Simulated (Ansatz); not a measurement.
SiNH5O and related structures: several calculations on one system

Part 1: Relaxation

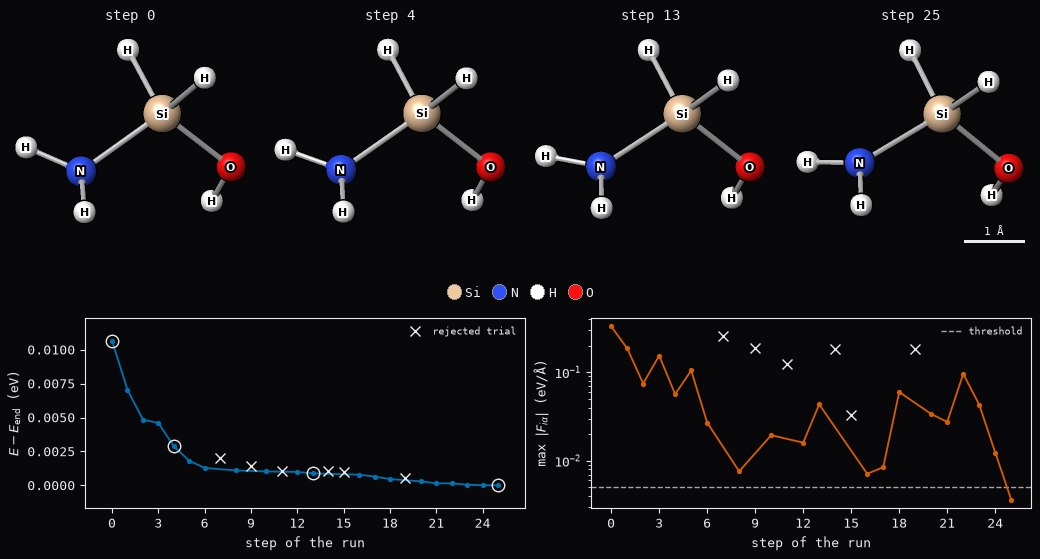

Frames of a relaxation of SiNH5O, marked on the history of the run. Style: ball-and-stick. Shown at a tilt.

It is one of the separated reactants of a reaction.

Theory: RKS PBE0-D4/def2-TZVP (Ansatz 0.2.0). Set-up: force threshold 0.005 eV/Å; at most 200 steps.

**Describe the path.**

The energy falls by 0.011 eV in 19 accepted moves (25 points after the start). The largest force component goes from 0.33 to 0.0036 eV/Å. The line search rejected the trial steps at points 7, 9, 11, 14, 15, 19 of the run. An H atom moves most after the best rigid fit: 0.36 Å. Largest moves by element: H 0.36 Å, N 0.23 Å, O 0.05 Å, Si 0.03 Å. Some distances before and after: N–Si 1.721 → 1.705 Å, O–Si 1.638 → 1.649 Å, H–O 0.966 → 0.958 Å, H–Si 1.485 → 1.479 Å. Bond angles that change, for instance: N–Si–O 111.1° → 116.3°, N–Si–H 114.9° → 110.4°, Si–N–H 119.0° → 122.3°. The run took 22 s on 4 threads of Arm Neoverse V2, with other jobs on the host. From step 0 to 4: an H atom moves most (0.07 Å), energy −0.008 eV. From step 4 to 13: an H atom moves most (0.17 Å), energy −0.002 eV. From step 13 to 25: an H atom moves most (0.12 Å), energy −0.001 eV.

```
step  E − E(0), eV  largest force component, eV/Å      note
   0        0.0000                         0.3313          
   1       -0.0036                         0.1874          
   2       -0.0058                         0.0749          
   3       -0.0061                         0.1547          
   4       -0.0078                         0.0568          
   5       -0.0088                         0.1053          
   6       -0.0094                         0.0271          
   7       -0.0086                         0.2549  rejected
   8       -0.0095                         0.0076          
   9       -0.0093                         0.1900  rejected
  10       -0.0096                         0.0195          
  11       -0.0096                         0.1232  rejected
  12       -0.0097                         0.0161          
  13       -0.0098                         0.0435          
  14       -0.0096                         0.1845  rejected
  15       -0.0097                         0.0331  rejected
  16       -0.0099                         0.0071          
  17       -0.0100                         0.0085          
  18       -0.0102                         0.0600          
  19       -0.0101                         0.1852  rejected
  20       -0.0104                         0.0339          
  21       -0.0105                         0.0276          
  22       -0.0105                         0.0964          
  23       -0.0106                         0.0432          
  24       -0.0106                         0.0124          
  25       -0.0107                         0.0036
```

Part 2: Relaxation

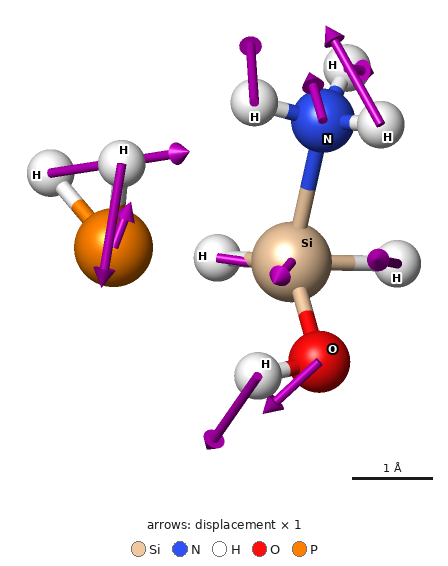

A relaxation of SiPNH₈O (started from a transition state, displaced along its imaginary mode). The starting structure is drawn; purple arrows show the displacements, at their true length. The two geometries are superimposed by the best rigid fit.

Style: ball-and-stick. Shown at a tilt.

All numbers below come from Ansatz, RKS PBE0-D4/def2-TZVP.

Input file:
```yaml
crystal:
  periodic: [false, false, false]
  atoms:
    - {symbol: Si, position_ang: [-0.686637, 0.405944, 0.683009]}
    - {symbol: N, position_ang: [-0.161846, -1.390703, 0.172990]}
    - {symbol: H, position_ang: [-1.502734, -0.171183, 1.824406]}
    - {symbol: H, position_ang: [-1.769670, 0.913058, -0.200834]}
    - {symbol: O, position_ang: [0.356690, 1.245186, 1.649952]}
    - {symbol: H, position_ang: [0.317065, -1.198575, -0.676940]}
    - {symbol: P, position_ang: [0.927732, 1.230957, -1.299529]}
    - {symbol: H, position_ang: [-0.935654, -2.057750, 0.077661]}
    - {symbol: H, position_ang: [0.500091, -1.762195, 0.858736]}
    - {symbol: H, position_ang: [0.977051, 1.733387, 1.089491]}
    - {symbol: H, position_ang: [0.086391, 0.873955, -2.487975]}
    - {symbol: H, position_ang: [1.891622, 0.177920, -1.691067]}
basis:
  gaussian: {orbitals: def2-TZVP}
hamiltonian: {xc: pbe0, dispersion: d4}
relax: {f_tol: 0.005, max_steps: 200}
```

Command:
```bash
ansatz run in.yaml --threads 4 --pin off --events-out ev --progress --plain --max-ram 9574MiB
```

Q: What did the optimiser do to the structure, and how much energy did it gain?

A: After 53 accepted moves (56 points after the start) the energy has fallen by 1.144 eV. Largest force component: 1.3 eV/Å at the start, 0.0032 eV/Å at the end. The line search rejected the trial steps at points 15, 20, 37 of the run. The largest move after the best rigid fit is that of H11, 2.59 Å. Largest moves by element: H 2.59 Å, O 1.00 Å, N 0.84 Å, Si 0.66 Å, P 0.62 Å. Among the contacts that change: Si1–N2 1.940 → 2.752 Å, Si1–P7 2.687 → 2.268 Å, P7–H11 1.499 → 1.419 Å, P7–H12 1.480 → 1.421 Å. Bonds break, among them: Si1–N2 (1.94 → 2.75 Å). Among the angles between lasting bonds that change: H4–Si1–O5 129.4° → 107.0°, H3–Si1–H4 100.7° → 113.0°, Si1–O5–H10 108.8° → 117.2°.

Part 3: Reaction

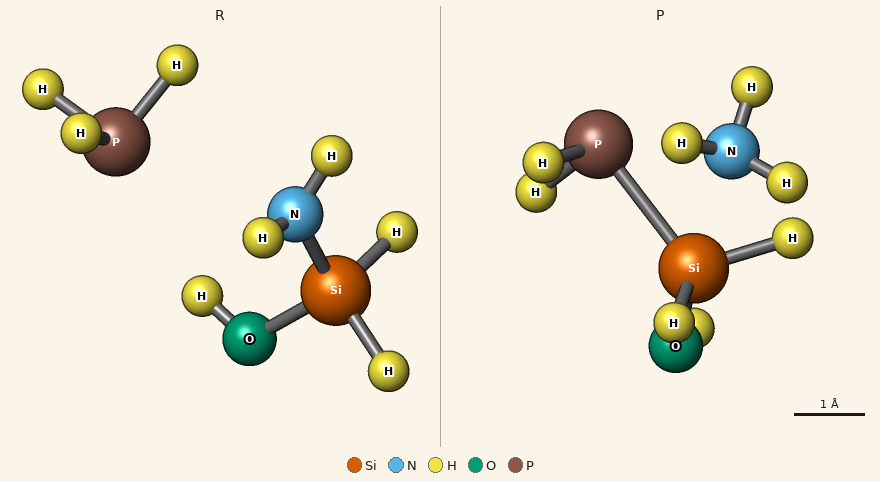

Reactant (R) and product (P) of one elementary step of SiPNH$_{8}$O. A ball-and-stick model, seen from a free direction.

Stationary points at PBE0-D4/def2-TZVP, single-point energies with CCSD(T)/CBS, r2SCAN-D4, BLYP-D4 (def2-TZVPP where no basis is named; Ansatz 0.2.0). The energies are electronic, without zero-point or thermal terms, and both ends are the minima reached downhill from the saddle, with any fragments still in contact. CCSD(T)/CBS stands for a frozen-core estimate: MP2 correlation extrapolated from def2-TZVPP and def2-QZVPP, CCSD(T) minus MP2 from the smaller set.

> Predict the saddle point between them and the barrier.

Counted by bonded pieces, R holds PH₃ + SiH₅NO and P holds NH₃ + SiPH₅O. From R over the saddle to P, bonds form: P–Si (3.91 → 2.97 → 2.27 Å), H–N (3.37 → 1.08 → 1.01 Å). Bonds break: N–Si (1.72 → 1.88 → 2.75 Å), H–P (1.42 → 2.19 → 3.17 Å). The saddle has one imaginary mode, 286i cm⁻¹. With CCSD(T)/CBS the barrier is 39.8 kcal/mol from R and 28.9 kcal/mol from P, and P lies 10.9 kcal/mol above R.

```tsv
level	barrier from R (kcal/mol)	barrier from P (kcal/mol)	P less R (kcal/mol)
CCSD(T)/CBS	39.8	28.9	10.9
r2SCAN-D4	36.2	26.4	9.8
BLYP-D4	37.5	26.7	10.8
```

Against CCSD(T)/CBS, BLYP-D4 comes closest on the barrier from R (−2.3 kcal/mol) and r2SCAN-D4 misses most (−3.7 kcal/mol).

The saddle point in the same view, with dashed sticks for the bonds that form or break:

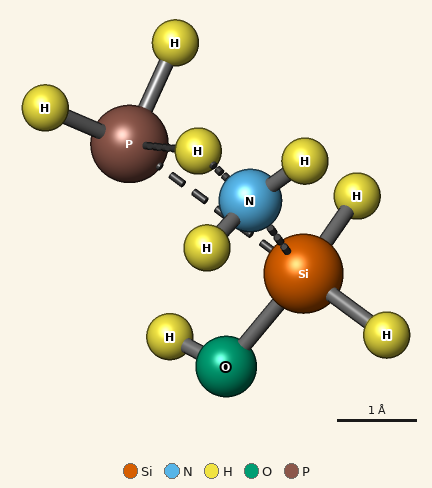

Limits of the set-up: the start holds two separate molecules, 2.5 Å apart at their closest, whose relative position is a soft coordinate.
